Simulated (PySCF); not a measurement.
# Excited-state calculation of C3H12OSi3

The run: excited-state calculation of C3H12OSi3, SMILES C=C(C)[SiH2][SiH2]O[SiH3]. Method and program: TDDFT KT3/ANO-RCC-VDZP, vertical, gas phase, core orbitals frozen in the response (PySCF 2.14.0).

The geometry comes from this level: GFN2-xTB. It belongs to a series of runs on one base structure; here: KT3/ANO-RCC-VDZP; 1 states; level_shift 0.1.

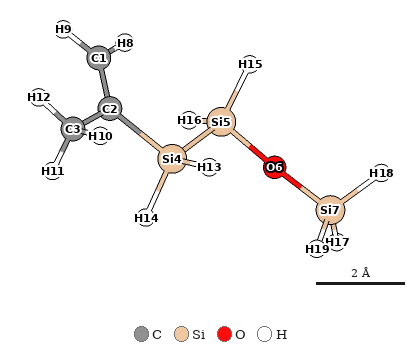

Figure 1. The input geometry (ball-and-stick view, seen at a tilt; atoms are numbered from 1 in the order of the input). Bond lengths as drawn: C–C 1.33 to 1.50 Å, C–H 1.08 to 1.09 Å, C–Si 1.89 Å, H–Si 1.46 to 1.48 Å, O–Si 1.61 to 1.63 Å and Si–Si 2.30 Å.

Results in brief

```tsv
quantity	value
outcome	converged
total energy	−1074.899631 hartree
HOMO	−6.42 eV
LUMO	−1.44 eV
dipole moment	0.90 D
mean polarisability	112.86 a.u.
lowest singlet excitation	4.99 eV
hardware	1 CPU thread, shared host
wall time	4.1 min
peak memory	0.74 GiB
```

Settings chosen away from the usual ones: KT3/ANO-RCC-VDZP; 1 states; level_shift 0.1.

Input
```
{"job": {"kind": "uv", "xc": "KT3", "basis": "ANO-RCC-VDZP", "nstates": 1, "ntriplets": 2, "tda": false, "scf": {"level_shift": 0.1}}, "charge": 0, "multiplicity": 1}
C     -2.411366     1.092870     0.721308
C     -2.052944    -0.061683     0.175927
C     -3.076515    -1.080746    -0.216308
Si    -0.244546    -0.516556    -0.155143
Si     1.166339     1.204348     0.430564
O      2.683670     0.690460     0.145432
Si     3.985241    -0.263535     0.134399
H     -1.687701     1.840203     1.006029
H     -3.445508     1.347092     0.907232
H     -2.884239    -2.019967     0.299376
H     -3.011365    -1.278315    -1.285026
H     -4.086441    -0.749853     0.019898
H      0.000966    -1.787275     0.561881
H     -0.169798    -0.906327    -1.579470
H      1.153698     1.598690     1.846601
H      1.093526     2.429308    -0.374500
H      4.908641     0.370344    -0.801372
H      4.511327    -0.309647     1.497285
H      3.557211    -1.590159    -0.311248
```

The first line tells a small driver script what to run in PySCF; the rest is the geometry in Å.

Run as:
```bash
OMP_NUM_THREADS=1 python <driver script> task.json out
```

Log
```
final grid: 145080 points
cycle   1  E = -1074.7077911770  dE =  4.900e-01  |g| = 9.516e-01  |ddm| = 5.608e+00
cycle   2  E = -1074.2660911277  dE =  4.417e-01  |g| = 1.754e+00  |ddm| = 2.095e+00
cycle   3  E = -1074.8853868628  dE = -6.193e-01  |g| = 2.257e-01  |ddm| = 1.233e+00
cycle   4  E = -1074.8985080028  dE = -1.312e-02  |g| = 6.600e-02  |ddm| = 3.264e-01
cycle   5  E = -1074.8995668723  dE = -1.059e-03  |g| = 1.472e-02  |ddm| = 6.198e-02
cycle   6  E = -1074.8996200165  dE = -5.314e-05  |g| = 6.581e-03  |ddm| = 2.064e-02
cycle   7  E = -1074.8996298795  dE = -9.863e-06  |g| = 2.105e-03  |ddm| = 7.593e-03
cycle   8  E = -1074.8996308958  dE = -1.016e-06  |g| = 5.823e-04  |ddm| = 1.738e-03
cycle   9  E = -1074.8996309707  dE = -7.494e-08  |g| = 1.565e-04  |ddm| = 6.009e-04
cycle  10  E = -1074.8996309763  dE = -5.589e-09  |g| = 2.914e-05  |ddm| = 1.755e-04
cycle  11  E = -1074.8996309765  dE = -2.451e-10  |g| = 7.460e-06  |ddm| = 5.132e-05
level shift removed, Fock matrix diagonalised once more
converged SCF energy = -1074.8996309765

Static polarisability (au): isotropic 112.864, principal 85.182 115.724 137.686

Singlet excitations
state   eV       nm        f      main configurations
  1   4.9906    248.4   0.00022   H->L 1.00

Triplet excitations (Tamm-Dancoff, eV): 4.3346 4.9142
```

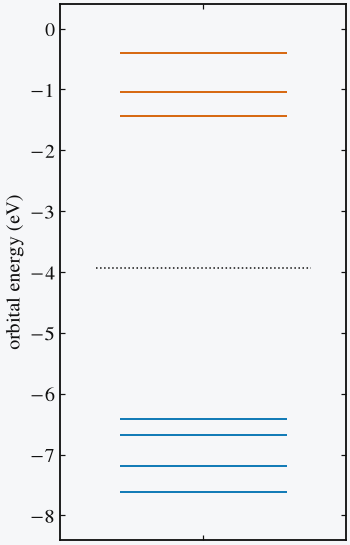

Figure 2. Orbital energies near the frontier; the dotted line parts filled from empty levels, and levels within 0.02 eV of each other stand side by side. Highest filled −6.42 eV, lowest empty −1.44 eV, 4.98 eV apart.
